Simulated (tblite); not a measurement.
**C4H9OSi: geometry relaxation**

- system: C4H9OSi, multiplicity 2
- method: GFN2-xTB geometry optimisation, gas phase (tblite 0.8.0)

It belongs to a series of runs on one base structure; here: H removed from sp3 C.

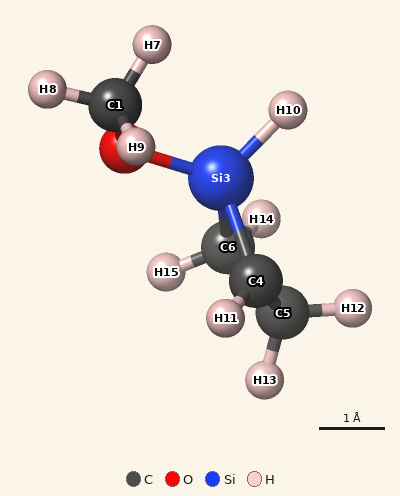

The input geometry (ball-and-stick view, seen at a tilt; atoms are numbered from 1 in the order of the input).

## Key numbers

- outcome: converged
- total energy: −513.7932 eV
- hardware: 1 CPU thread, shared host
- peak memory: 0.18 GiB

## Input file
```
{"job": {"kind": "relax", "xc": "GFN2-xTB", "basis": "xTB"}, "charge": 0, "multiplicity": 2}
C      2.662400     0.394900     0.082900
O      1.557900    -0.494800     0.202100
Si     0.074400     0.111000     0.547200
C     -0.856900     0.668400    -0.881800
C     -2.083800    -0.076800    -0.480900
C     -1.377300    -1.070400     0.476200
H      2.827100     0.953200     1.010900
H      3.559100    -0.183800    -0.126600
H      2.505600     1.092200    -0.746500
H      0.058900     1.087900     1.663400
H     -0.487900     0.791000    -1.878700
H     -2.832200     0.571100    -0.007300
H     -2.581500    -0.562900    -1.326800
H     -1.895700    -1.245200     1.417600
H     -1.134700    -2.027800     0.026300
```

The first line tells a small driver script what to run in tblite; the rest is the geometry in Å.

Launched with:
```bash
OMP_NUM_THREADS=1 python <driver script> task.json out
```

## What the program printed
```
step      E/eV     max force
  0    -513.44757    2.155
  1    -513.52868    0.670
  2    -513.55937    0.469
  3    -513.58774    0.468
  4    -513.60942    0.389
  5    -513.62535    0.338
  6    -513.63774    0.287
  7    -513.65082    0.306
  8    -513.66487    0.284
  9    -513.67554    0.246
 10    -513.68160    0.169
 11    -513.68551    0.175
 12    -513.68967    0.197
 13    -513.69541    0.205
 14    -513.70159    0.178
 15    -513.70673    0.173
 16    -513.71098    0.202
 17    -513.71544    0.208
 18    -513.72109    0.188
 19    -513.72754    0.201
 20    -513.73337    0.164
 21    -513.73831    0.199
 22    -513.74299    0.197
 23    -513.74648    0.255
 24    -513.74910    0.263
 25    -513.75162    0.127
 26    -513.75390    0.109
 27    -513.75566    0.127
 28    -513.75891    0.153
 29    -513.76166    0.123
 30    -513.76418    0.116
 31    -513.76689    0.130
 32    -513.77077    0.185
 33    -513.77513    0.242
 34    -513.77911    0.149
 35    -513.78152    0.225
 36    -513.78388    0.151
 37    -513.78562    0.109
 38    -513.78813    0.085
 39    -513.78882    0.081
 40    -513.78999    0.085
 41    -513.79072    0.071
 42    -513.79132    0.050
 43    -513.79167    0.050
 44    -513.79197    0.041
 45    -513.79215    0.027
 46    -513.79225    0.023
 47    -513.79232    0.023
 48    -513.79241    0.022
 49    -513.79252    0.020
 50    -513.79263    0.025
 51    -513.79272    0.027
 52    -513.79282    0.023
 53    -513.79293    0.026
 54    -513.79302    0.021
 55    -513.79307    0.015
 56    -513.79310    0.013
 57    -513.79312    0.010
 58    -513.79314    0.011
 59    -513.79316    0.012
 60    -513.79317    0.009
```

## Trajectory as extended XYZ (Å, eV, eV/Å), 14 of the 61 frames kept, from step=0 to step=60
```
15
Properties=species:S:1:pos:R:3:forces:R:3 step=0 energy=-513.44757
C     2.6624    0.3949    0.0829   -0.2650  -0.3970   0.0190
O     1.5579   -0.4948    0.2021    0.5800   0.7440   0.3520
Si    0.0744    0.1110    0.5472    1.8250   0.2560   1.1180
C    -0.8569    0.6684   -0.8818   -0.4300   0.5750  -0.6640
C    -2.0838   -0.0768   -0.4809   -0.3580  -0.6530  -0.7350
C    -1.3773   -1.0704    0.4762   -0.6710   0.0710   0.4160
H     2.8271    0.9532    1.0109   -0.1890  -0.0550  -0.1630
H     3.5591   -0.1838   -0.1266   -0.0300  -0.1980  -0.0060
H     2.5056    1.0922   -0.7465   -0.0800  -0.0390   0.2010
H     0.0589    1.0879    1.6634    0.1010  -0.3170  -0.0480
H    -0.4879    0.7910   -1.8787   -0.4210   0.1570  -0.4440
H    -2.8322    0.5711   -0.0073    0.2690  -0.2470   0.1730
H    -2.5815   -0.5629   -1.3268   -0.0810  -0.0320   0.0670
H    -1.8957   -1.2452    1.4176   -0.0350  -0.0020  -0.1360
H    -1.1347   -2.0278    0.0263   -0.2160   0.1390  -0.1490
15
Properties=species:S:1:pos:R:3:forces:R:3 step=5 energy=-513.62535
C     2.6881    0.3892    0.0852   -0.0800  -0.0560   0.1010
O     1.6040   -0.4697    0.2597   -0.1750  -0.0800   0.1110
Si    0.1223    0.1339    0.5601   -0.1270   0.0220  -0.0940
C    -0.8671    0.6904   -0.8955   -0.0900  -0.1780  -0.2330
C    -2.0820   -0.1070   -0.5194    0.0020   0.0440   0.0370
C    -1.3843   -1.0438    0.4874    0.0110  -0.0720  -0.0220
H     2.8215    0.9596    0.9997    0.2870   0.1470   0.1020
H     3.5655   -0.2150   -0.1294    0.0880   0.0240   0.0030
H     2.4989    1.0902   -0.7283    0.0670  -0.0250  -0.0740
H     0.0871    1.0656    1.6949    0.1120  -0.0880   0.0420
H    -0.5649    0.8154   -1.9267   -0.2140   0.1580   0.0160
H    -2.7974    0.5256    0.0073   -0.1150   0.0070  -0.0150
H    -2.6094   -0.5934   -1.3488    0.1570   0.0310   0.1600
H    -1.9205   -1.2388    1.4146    0.0040   0.1540  -0.1340
H    -1.1663   -1.9942    0.0174    0.0730  -0.0870   0.0000
15
Properties=species:S:1:pos:R:3:forces:R:3 step=9 energy=-513.67554
C     2.6980    0.3821    0.1099    0.0590   0.0460   0.0090
O     1.6035   -0.4657    0.3203    0.1540   0.1850  -0.0490
Si    0.1118    0.1531    0.5373    0.1020  -0.0410   0.0370
C    -0.8828    0.6631   -0.9359    0.0460   0.0710   0.0700
C    -2.0830   -0.1159   -0.5229   -0.0810  -0.0280   0.0160
C    -1.3785   -1.0408    0.4791   -0.0170  -0.0260  -0.0170
H     2.8856    0.9878    1.0048    0.0490  -0.1260  -0.1020
H     3.5772   -0.2245   -0.1244   -0.1340   0.0240   0.1070
H     2.5109    1.0708   -0.7231    0.0020  -0.1380   0.0930
H     0.1305    1.0311    1.7220   -0.0530  -0.0210  -0.1270
H    -0.6662    0.8763   -1.9680   -0.0400   0.1710  -0.0630
H    -2.8055    0.5018    0.0105   -0.1060   0.1050  -0.0630
H    -2.6001   -0.6149   -1.3380   -0.1010  -0.0850  -0.0900
H    -1.9387   -1.2007    1.3912    0.0440  -0.0400   0.1040
H    -1.1671   -1.9955    0.0152    0.0760  -0.0960   0.0740
15
Properties=species:S:1:pos:R:3:forces:R:3 step=14 energy=-513.70159
C     2.7215    0.3868    0.1213   -0.0340  -0.1010   0.0030
O     1.6219   -0.4409    0.3402   -0.0990  -0.1280   0.0070
Si    0.1155    0.1447    0.5171   -0.0270   0.0710  -0.0050
C    -0.8946    0.6636   -0.9463   -0.1200  -0.0640  -0.0710
C    -2.0969   -0.1254   -0.5316    0.0250  -0.0870   0.0140
C    -1.3806   -1.0459    0.4779   -0.0320   0.0180   0.0150
H     2.9360    0.9862    1.0058   -0.0100   0.0760   0.0500
H     3.5761   -0.2458   -0.0979    0.1280  -0.0560  -0.0540
H     2.5208    1.0489   -0.7193    0.1280   0.1000  -0.0490
H     0.1283    1.0190    1.6997   -0.0810   0.0610  -0.0540
H    -0.7291    0.9606   -1.9736   -0.0200   0.0950   0.1490
H    -2.8312    0.5099   -0.0196    0.0700  -0.1130  -0.0710
H    -2.6187   -0.6410   -1.3459    0.0920   0.0610   0.0880
H    -1.9226   -1.1982    1.4065    0.0530   0.0110  -0.0300
H    -1.1509   -2.0148    0.0437   -0.0730   0.0560   0.0070
15
Properties=species:S:1:pos:R:3:forces:R:3 step=18 energy=-513.72109
C     2.7428    0.3716    0.1311    0.0280   0.0200  -0.0130
O     1.6246   -0.4383    0.3565    0.0380   0.1060  -0.0940
Si    0.1115    0.1507    0.4912    0.0330  -0.0190   0.0230
C    -0.9219    0.6517   -0.9612    0.1590   0.0320   0.0280
C    -2.1014   -0.1513   -0.5377    0.0200   0.0550   0.0090
C    -1.3804   -1.0457    0.4828    0.0960  -0.0330   0.0290
H     2.9727    0.9908    1.0081   -0.1010  -0.1390  -0.0770
H     3.5969   -0.2763   -0.0831   -0.0980   0.0590   0.0130
H     2.5652    1.0430   -0.7170    0.0890  -0.1130   0.0820
H     0.1024    1.0299    1.6660   -0.0550   0.1240   0.0010
H    -0.7976    1.0697   -1.9463   -0.0580   0.0690  -0.0080
H    -2.8432    0.4910   -0.0588   -0.0800  -0.0160   0.1400
H    -2.6213   -0.6642   -1.3452    0.0310  -0.1550  -0.0940
H    -1.8993   -1.1932    1.4216   -0.0770   0.0660   0.0370
H    -1.1554   -2.0212    0.0700   -0.0240  -0.0550  -0.0760
15
Properties=species:S:1:pos:R:3:forces:R:3 step=23 energy=-513.74648
C     2.7716    0.3508    0.1353   -0.0320  -0.0070  -0.0020
O     1.6251   -0.4189    0.3341   -0.0510  -0.0210  -0.0630
Si    0.1125    0.1583    0.4741    0.0020   0.0630   0.0330
C    -0.9274    0.6469   -0.9757   -0.1400   0.1500  -0.1520
C    -2.0959   -0.1737   -0.5446    0.0010  -0.0830   0.0300
C    -1.3643   -1.0535    0.4930   -0.0600   0.0340  -0.0660
H     2.9837    0.9603    1.0140    0.0210  -0.0030   0.0930
H     3.6102   -0.3152   -0.0610    0.0090  -0.0810   0.0630
H     2.6523    1.0200   -0.7156   -0.0480   0.0480  -0.0980
H     0.0427    1.0953    1.6116    0.0660  -0.0110  -0.0430
H    -0.8966    1.2295   -1.8908   -0.0310  -0.1300   0.1980
H    -2.8707    0.4464   -0.0715    0.0970  -0.0860  -0.0540
H    -2.5916   -0.7299   -1.3522    0.1200   0.0840   0.1010
H    -1.8847   -1.1662    1.4414    0.0090   0.0080  -0.1180
H    -1.1713   -2.0419    0.0860    0.0370   0.0360   0.0780
15
Properties=species:S:1:pos:R:3:forces:R:3 step=28 energy=-513.75891
C     2.7786    0.3416    0.1366   -0.0010  -0.0230   0.0060
O     1.6152   -0.4086    0.3093   -0.0300  -0.0130  -0.0270
Si    0.1092    0.1780    0.4601   -0.0140  -0.0070  -0.0140
C    -0.9523    0.6642   -0.9760    0.0600   0.1120  -0.0480
C    -2.0885   -0.1921   -0.5460   -0.0120   0.0630  -0.0630
C    -1.3534   -1.0504    0.4901    0.0660  -0.0150   0.0430
H     2.9918    0.9403    1.0265   -0.0540   0.0040  -0.0260
H     3.6075   -0.3468   -0.0326   -0.0280  -0.0140  -0.0080
H     2.6815    1.0102   -0.7228    0.0360  -0.0150   0.0480
H     0.0424    1.1220    1.5842    0.0750   0.0390   0.0470
H    -0.9574    1.2900   -1.8566   -0.0300  -0.0620   0.0580
H    -2.8724    0.4107   -0.0821   -0.1130   0.0180   0.0370
H    -2.5596   -0.7538   -1.3513   -0.0480  -0.0700  -0.1270
H    -1.8850   -1.1501    1.4286   -0.0060   0.0040   0.0770
H    -1.1621   -2.0472    0.1099    0.0970  -0.0200  -0.0020
15
Properties=species:S:1:pos:R:3:forces:R:3 step=32 energy=-513.77077
C     2.7853    0.3144    0.1417   -0.0050  -0.0030   0.0030
O     1.5927   -0.3964    0.2620    0.0110  -0.0140   0.0000
Si    0.1033    0.2166    0.4385   -0.0140   0.0060   0.1010
C    -0.9890    0.7074   -0.9717   -0.0840  -0.1590   0.0440
C    -2.0842   -0.2144   -0.5632   -0.0620  -0.0490   0.0340
C    -1.3268   -1.0442    0.4943   -0.1370   0.0510  -0.0730
H     2.9854    0.9100    1.0347   -0.0710   0.0060   0.0590
H     3.5947   -0.4022    0.0094    0.0220  -0.0290  -0.0440
H     2.7454    0.9890   -0.7151    0.0380  -0.0110  -0.0410
H     0.0693    1.1743    1.5531    0.0720   0.0180   0.0480
H    -1.0637    1.3840   -1.8028    0.0240   0.0670  -0.0890
H    -2.9037    0.3497   -0.0988   -0.0290  -0.0900  -0.1000
H    -2.5178   -0.8023   -1.3820    0.0520   0.0970   0.0730
H    -1.8796   -1.1241    1.4274    0.1280   0.0030  -0.0050
H    -1.1156   -2.0539    0.1505    0.0550   0.1090  -0.0110
15
Properties=species:S:1:pos:R:3:forces:R:3 step=37 energy=-513.78562
C     2.7811    0.2897    0.1448   -0.0070   0.0050  -0.0180
O     1.5656   -0.3905    0.2135    0.0040   0.0500  -0.0110
Si    0.0931    0.2549    0.4402    0.0040   0.0370  -0.0440
C    -1.0299    0.7304   -0.9593    0.0160   0.0870  -0.0380
C    -2.0926   -0.2340   -0.5726    0.0170   0.0300   0.0100
C    -1.3170   -1.0265    0.4919    0.0780   0.0170   0.0740
H     2.9474    0.8818    1.0486    0.0090  -0.0460   0.0070
H     3.5777   -0.4480    0.0348   -0.0250   0.0250   0.0390
H     2.8003    0.9681   -0.7116   -0.0170  -0.0270  -0.0180
H     0.1320    1.2197    1.5507    0.0190  -0.0330   0.0030
H    -1.1323    1.4376   -1.7697    0.0320  -0.0540   0.0450
H    -2.9506    0.2824   -0.1300   -0.0680  -0.0090  -0.0360
H    -2.4768   -0.8220   -1.4097    0.0040  -0.0640   0.0030
H    -1.8524   -1.1064    1.4306   -0.0190  -0.0330   0.0600
H    -1.0499   -2.0294    0.1759   -0.0450   0.0150  -0.0760
15
Properties=species:S:1:pos:R:3:forces:R:3 step=42 energy=-513.79132
C     2.7767    0.2791    0.1439    0.0120  -0.0070   0.0030
O     1.5488   -0.3780    0.1800    0.0060   0.0070  -0.0130
Si    0.0892    0.2845    0.4342   -0.0050  -0.0300   0.0180
C    -1.0534    0.7549   -0.9497   -0.0110   0.0020   0.0480
C    -2.0940   -0.2378   -0.5718   -0.0160  -0.0140   0.0150
C    -1.3063   -1.0120    0.5021   -0.0090   0.0180  -0.0230
H     2.9307    0.8593    1.0571    0.0090   0.0220  -0.0250
H     3.5640   -0.4701    0.0573   -0.0060  -0.0190   0.0020
H     2.8263    0.9529   -0.7146    0.0130   0.0130   0.0150
H     0.1704    1.2356    1.5524   -0.0140  -0.0090  -0.0020
H    -1.1592    1.4611   -1.7568   -0.0070  -0.0060  -0.0210
H    -2.9872    0.2414   -0.1573   -0.0080   0.0310   0.0080
H    -2.4418   -0.8475   -1.4118    0.0400  -0.0270   0.0030
H    -1.8389   -1.1073    1.4442    0.0190  -0.0040  -0.0460
H    -1.0298   -2.0081    0.1689   -0.0230   0.0230   0.0170
15
Properties=species:S:1:pos:R:3:forces:R:3 step=46 energy=-513.79225
C     2.7778    0.2780    0.1434    0.0060   0.0050  -0.0050
O     1.5483   -0.3761    0.1747    0.0070   0.0090   0.0030
Si    0.0889    0.2840    0.4351    0.0030   0.0070  -0.0020
C    -1.0574    0.7601   -0.9440   -0.0080   0.0020   0.0120
C    -2.0963   -0.2367   -0.5701    0.0010   0.0030   0.0010
C    -1.3072   -1.0093    0.5013    0.0000  -0.0110   0.0060
H     2.9321    0.8614    1.0543   -0.0020   0.0020   0.0020
H     3.5622   -0.4744    0.0598    0.0000  -0.0050  -0.0020
H     2.8308    0.9537   -0.7131    0.0200  -0.0010  -0.0110
H     0.1702    1.2342    1.5533   -0.0100  -0.0070   0.0080
H    -1.1602    1.4595   -1.7580   -0.0020  -0.0090  -0.0050
H    -2.9920    0.2424   -0.1595   -0.0040  -0.0070  -0.0090
H    -2.4312   -0.8551   -1.4088    0.0000   0.0180  -0.0060
H    -1.8364   -1.1093    1.4427   -0.0140   0.0110   0.0130
H    -1.0339   -2.0046    0.1670    0.0030  -0.0170  -0.0050
15
Properties=species:S:1:pos:R:3:forces:R:3 step=51 energy=-513.79272
C     2.7812    0.2782    0.1416   -0.0020  -0.0010   0.0000
O     1.5484   -0.3700    0.1691   -0.0070   0.0100  -0.0140
Si    0.0883    0.2863    0.4359   -0.0070  -0.0040   0.0080
C    -1.0641    0.7668   -0.9360    0.0080   0.0010  -0.0120
C    -2.0974   -0.2371   -0.5683   -0.0030   0.0030  -0.0090
C    -1.3075   -1.0100    0.5028    0.0000   0.0130  -0.0040
H     2.9316    0.8622    1.0528    0.0170  -0.0010  -0.0060
H     3.5605   -0.4804    0.0623    0.0060   0.0100   0.0090
H     2.8443    0.9522   -0.7162    0.0020  -0.0110   0.0000
H     0.1690    1.2321    1.5577   -0.0050  -0.0070   0.0080
H    -1.1650    1.4563   -1.7589    0.0060  -0.0040   0.0070
H    -2.9991    0.2361   -0.1647   -0.0060  -0.0160   0.0140
H    -2.4229   -0.8532   -1.4120   -0.0060   0.0000  -0.0130
H    -1.8383   -1.1061    1.4447    0.0110  -0.0080  -0.0090
H    -1.0336   -2.0057    0.1672   -0.0140   0.0120   0.0200
15
Properties=species:S:1:pos:R:3:forces:R:3 step=55 energy=-513.79307
C     2.7847    0.2785    0.1406    0.0020   0.0000  -0.0040
O     1.5480   -0.3627    0.1635    0.0050   0.0020  -0.0030
Si    0.0866    0.2878    0.4368    0.0070   0.0120  -0.0060
C    -1.0676    0.7707   -0.9333   -0.0070  -0.0110   0.0030
C    -2.0987   -0.2372   -0.5692   -0.0080  -0.0020  -0.0040
C    -1.3088   -1.0086    0.5029    0.0010  -0.0010  -0.0030
H     2.9377    0.8637    1.0506   -0.0040   0.0040  -0.0040
H     3.5615   -0.4832    0.0666   -0.0030  -0.0070   0.0070
H     2.8561    0.9486   -0.7194   -0.0040   0.0010  -0.0020
H     0.1647    1.2281    1.5631   -0.0010  -0.0030   0.0090
H    -1.1688    1.4565   -1.7590    0.0120   0.0060   0.0060
H    -3.0049    0.2274   -0.1657    0.0010   0.0020   0.0040
H    -2.4188   -0.8515   -1.4166   -0.0010  -0.0060  -0.0010
H    -1.8384   -1.1043    1.4452   -0.0040   0.0080   0.0030
H    -1.0376   -2.0058    0.1720    0.0050  -0.0060  -0.0050
15
Properties=species:S:1:pos:R:3:forces:R:3 step=60 energy=-513.79317
C     2.7858    0.2788    0.1397   -0.0050   0.0010  -0.0010
O     1.5481   -0.3603    0.1613   -0.0040   0.0000   0.0010
Si    0.0864    0.2891    0.4365   -0.0020  -0.0050   0.0070
C    -1.0690    0.7704   -0.9326    0.0060   0.0040   0.0010
C    -2.0999   -0.2379   -0.5695    0.0050   0.0030  -0.0030
C    -1.3091   -1.0087    0.5026    0.0040   0.0010   0.0010
H     2.9381    0.8654    1.0490   -0.0040   0.0030  -0.0020
H     3.5610   -0.4849    0.0689   -0.0030   0.0020   0.0010
H     2.8583    0.9478   -0.7210    0.0050  -0.0030  -0.0030
H     0.1633    1.2258    1.5665    0.0010  -0.0060  -0.0020
H    -1.1661    1.4572   -1.7579   -0.0010   0.0020   0.0000
H    -3.0062    0.2259   -0.1652    0.0020   0.0000  -0.0030
H    -2.4185   -0.8522   -1.4176   -0.0050  -0.0040   0.0030
H    -1.8388   -1.1021    1.4452    0.0010   0.0000  -0.0030
H    -1.0379   -2.0063    0.1722    0.0010   0.0020   0.0020
```

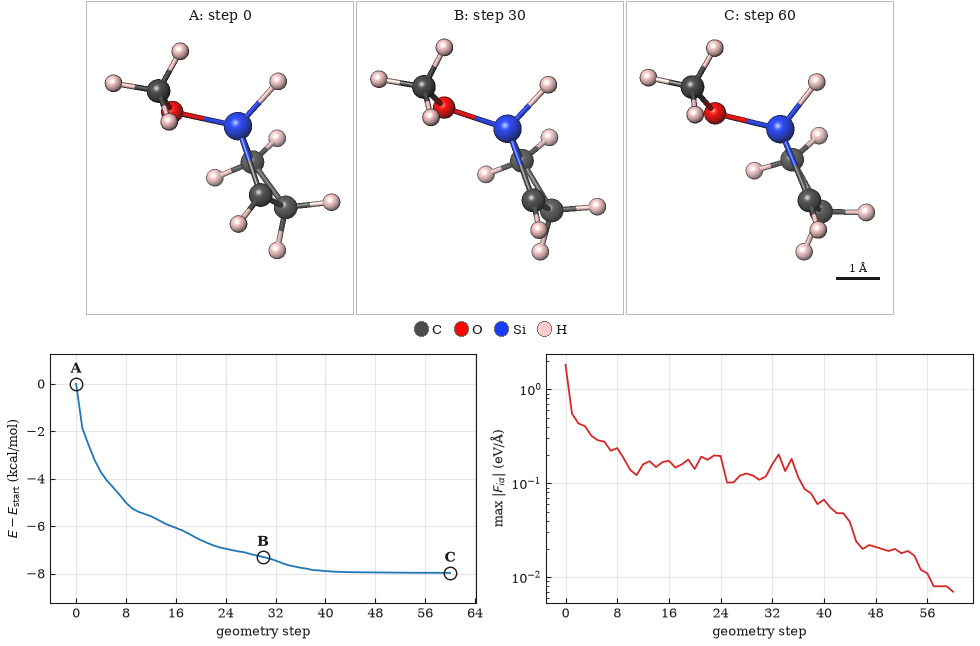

Frames of the relaxation (ball-and-stick view, seen at a tilt) above the curves, on which the letters mark them (steps are counted from 0).

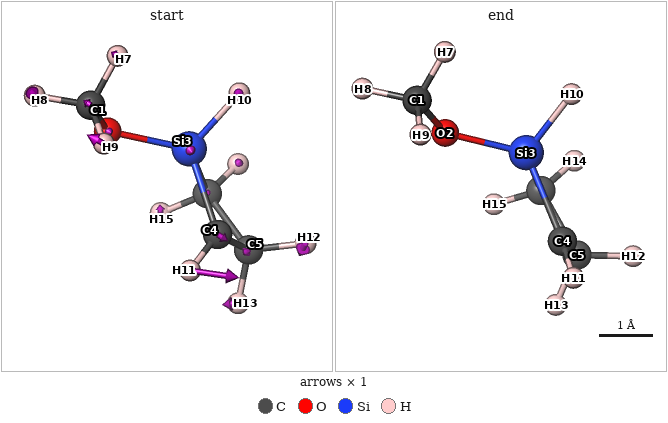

Before (left) and after (right) the relaxation, at one scale (ball-and-stick view, seen at a tilt). The pink arrows give the displacements, at true length. After 60 geometry steps the energy has fallen by 7.97 kcal/mol. The largest force component goes from 1.8 to 0.007 eV/Å. H11 moves most after the best rigid fit: 0.97 Å. By element the largest moves are H 0.97 Å, C 0.24 Å, Si 0.21 Å, O 0.14 Å. Among the contacts that change: Si3–C4 1.794 → 1.855 Å, Si3–C6 1.873 → 1.907 Å, C1–O2 1.423 → 1.393 Å, O2–Si3 1.639 → 1.623 Å. Among the angles that change: Si3–C4–H11 126.8° → 141.9°, C1–O2–Si3 119.3° → 128.3°, O2–Si3–C4 114.6° → 122.7°. (Atoms are counted from 1 in the order of the input.)
